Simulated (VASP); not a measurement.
Band structure of HgS (zinc blende). Method: optB86b-vdW, VASP's PBE PAW potentials (set 64) (plane waves; VASP).

Unless said otherwise, spin-orbit coupling is left out, though it shifts the bands of the heavy elements here.

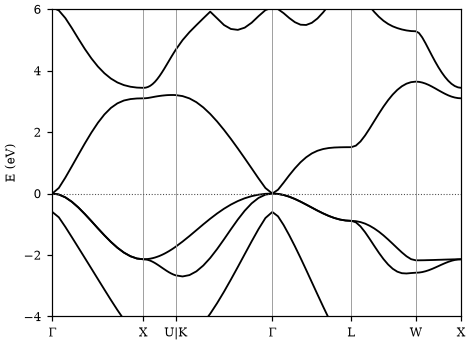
Figure. Bands along high-symmetry lines, zero at the valence-band maximum or, without a gap, the Fermi level

### Question
Read the plot: is there a gap, and where are the band edges?

### Answer
It has no gap at this level: it comes out as a metal or semimetal. (Edges off the drawn lines would not show.)

The compound is HgS in the zinc blende structure, metacinnabar; cinnabar is the stable form. It was relaxed first, which changed the volume by +5 %.
